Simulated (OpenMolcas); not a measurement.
A ladder of methods for CH6O2Si (SMILES C[SiH](O)O)

The species is CH6O2Si (10 atoms), meant as a singlet with charge 0. As SMILES, `C[SiH](O)O`. The coordinates come from a PBE0-D4/def2-TZVP relaxation. This is one conformer, not always the lowest.

Each level gives the HOMO–LUMO gap (eV). The values are calculated.

```json
{"level": "BLYP/cc-pVDZ", "kind": "GGA", "program": "OpenMolcas", "value (eV)": "7.09", "CPU time": "39 s"}
{"level": "revPBE/cc-pVDZ", "kind": "GGA", "program": "OpenMolcas", "value (eV)": "7.28", "CPU time": "39 s"}
{"level": "M06-L/cc-pVDZ", "kind": "meta-GGA", "program": "OpenMolcas", "value (eV)": "8.38", "CPU time": "49 s"}
{"level": "r2SCAN/cc-pVDZ", "kind": "meta-GGA", "program": "OpenMolcas", "value (eV)": "8.40", "CPU time": "50 s"}
{"level": "BHLYP/cc-pVDZ", "kind": "global hybrid", "program": "OpenMolcas", "value (eV)": "11.96", "CPU time": "37 s"}
{"level": "M06-2X/cc-pVDZ", "kind": "hybrid meta-GGA", "program": "OpenMolcas", "value (eV)": "11.86", "CPU time": "49 s"}
{"level": "PBE0/cc-pVDZ", "kind": "global hybrid", "program": "OpenMolcas", "value (eV)": "9.79", "CPU time": "38 s"}
{"level": "B2PLYP/cc-pVDZ", "kind": "double hybrid", "program": "OpenMolcas", "value (eV)": "12.23", "CPU time": "27 s"}
```

The values span 7.09 to 12.23 eV. Orbital gaps aren't excitation energies, and those of double hybrids come from the SCF part alone; they tend to grow with the share of exact exchange. Times are those of the runs behind each value, whatever else they computed, on shared processors of several kinds: orders of magnitude only.

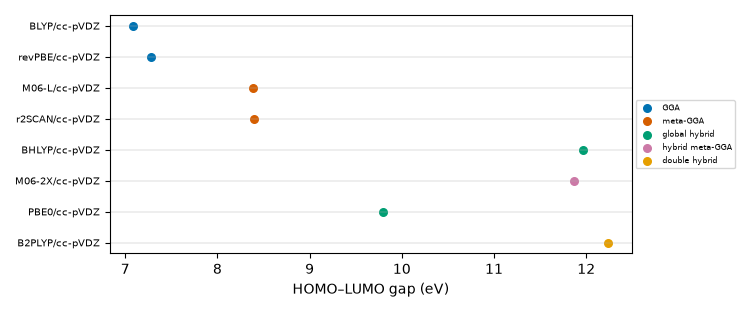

The values of the table, level by level.
